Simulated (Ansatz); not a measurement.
**CH2FGaO: rigid scan of one bond length from a Python script**

The task is a rigid scan of one bond length, for CH2FGaO.

Program: Ansatz 0.2.0, driven from Python. Level of theory: B3LYP+D3(BJ)/def2-SVP. These are calculated values, not measurements.

## Step 1: The structure

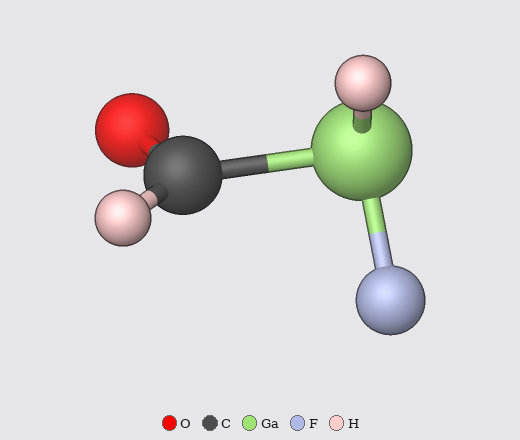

The starting structure, viewed from a chosen angle; oxygen red, carbon dark grey, gallium green, fluorine light blue, hydrogen pink.

The script holds or builds the structure itself.

## Step 2: The script

The input, scan_ch2fgao.py:

```python
import warnings

import ansatz as az
from ase import Atoms
import numpy as np

BASIS = "def2-SVP"
FUNCTIONAL = "B3LYP"
DISPERSION = "d3bj"


def main() -> None:
    warnings.simplefilter("ignore", az.DeckWarning)

    atoms = Atoms(["O", "C", "Ga", "F", "H", "H"], positions=[
        (1.6423, -0.5275, -0.6001),
        (0.4884, 0.036, -0.6475),
        (-0.2645, -0.2249, 1.0911),
        (-1.5297, -1.0314, 0.4962),
        (0.1466, 0.5048, -1.5761),
        (-0.4411, 1.179, 1.1902),
    ])
    mol = az.Crystal.molecule_from_ase(atoms)

    symbols = [site.symbol for site in mol.cartesian_sites]
    start = np.array([site.position_ang for site in mol.cartesian_sites])
    axis = (start[1] - start[2]) / np.linalg.norm(start[1] - start[2])
    moving = [0, 1, 4]
    lengths, energies = [1.63, 1.76, 1.91, 2.1, 2.39, 2.87, 3.44, 4.21], []
    for length in lengths:
        xyz = start.copy()
        xyz[moving] += (length - np.linalg.norm(start[1] - start[2])) * axis
        point = az.Crystal.molecule()
        for symbol, place in zip(symbols, xyz):
            point = point.atom(symbol, place.tolist())
        setup = point.calculation().basis(gaussian=BASIS).functional(FUNCTIONAL, dispersion=DISPERSION)
        report = setup.run(threads=1).report
        energies.append(report["free_energy_ev"])
        print(f"r = {length:6.3f} A  E = {energies[-1]:.5f} eV  <S^2> = {abs(report['mean_field']['state']['spin_squared']):.3f}")

    print("energy above the lowest point (eV):", [round(e - min(energies), 3) for e in energies])


if __name__ == "__main__":
    main()
```

## Step 3: What the engine is handed

The package turns the script's settings into the engine's input (first run):

```yaml
crystal:
  periodic: [false, false, false]
  atoms:
    - { symbol: O, position_ang: [1.5310872386833654, -0.5660381982036259, -0.3432870011620387] }
    - { symbol: C, position_ang: [0.37718723868336534, -0.002538198203625955, -0.3906870011620387] }
    - { symbol: Ga, position_ang: [-0.2645, -0.2249, 1.0911] }
    - { symbol: F, position_ang: [-1.5297, -1.0314, 0.4962] }
    - { symbol: H, position_ang: [0.03538723868336534, 0.46626180179637405, -1.3192870011620388] }
    - { symbol: H, position_ang: [-0.4411, 1.179, 1.1902] }
basis:
  gaussian:
    orbitals: def2-SVP
hamiltonian:
  xc: b3lyp
  dispersion: d3bj
```

## Step 4: Running it

Launch:

```
$ python scan_ch2fgao.py
```

**Question.** What results will this script give? Wanted: range of energy; lowest point, distance.

As calculated:

```
                  quantity     value
             runs compared         8
           range of energy  1.999 eV
lowest point, distance (Å)      2.10
```

In words: The curve has its lowest point inside the range, at 2.10. The ends stand 2 and 1.36 eV above it. The distance scanned is the script's pair 2, 1. The rest of the molecule is held rigid at a force-field or estimated start geometry, and the basis set is modest; single-reference methods fail as a bond breaks. b3lyp holds the VWN-RPA fit, as in Gaussian; the form of ORCA and Turbomole is b3lyp5. The orbitals are restricted, so S² is zero by construction. Toward dissociation an unrestricted state can lie under the restricted one, by tenths of an eV for polar bonds under a functional and by 1 to 2 eV or more for others.
